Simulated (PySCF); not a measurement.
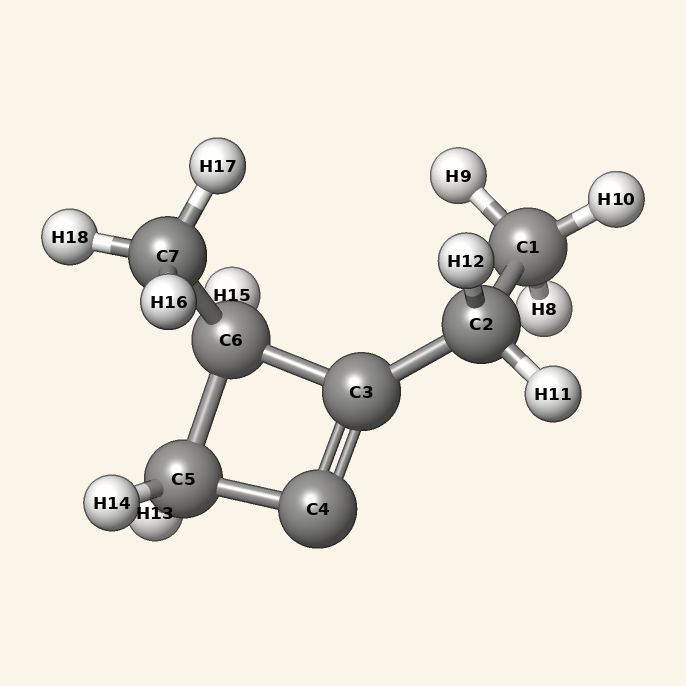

The species is neutral and a spin doublet. Computed geometry: GFN2-xTB optimisation. No frequency run is at hand to confirm it as a minimum. Method: UKS B3LYP, pcH-1 on C H, non-relativistic (PySCF 2.14.0). Fermi-contact and spin-dipolar terms alone, no spin-orbit part.

Question. Which nucleus has the largest dipolar (anisotropic) hyperfine coupling?

Answer. 13C at C4: principal values −72.7, −55.1, 127.8 MHz.

List the isotropic and dipolar parts for the most strongly coupled nuclei, one of each equivalent set.

| atom | isotope | a_iso (MHz) | dipolar part (MHz) |
| --- | --- | --- | --- |
| C4 | 13C | 351.5 | −72.7, −55.1, 127.8 |
| C3 | 13C | 10.0 | −25.2, −2.5, 27.8 |
| C5 | 13C | 29.6 | −13.7, −11.3, 25.0 |
| C6 | 13C | 90.8 | −9.7, −7.9, 17.7 |
| H14 | 1H | −1.1 | −8.2, −4.4, 12.6 |
| H13 | 1H | −1.5 | −8.2, −4.3, 12.5 |
| H15 | 1H | 23.4 | −5.5, −1.0, 6.5 |
| H11 | 1H | 4.4 | −3.2, −2.6, 5.7 |
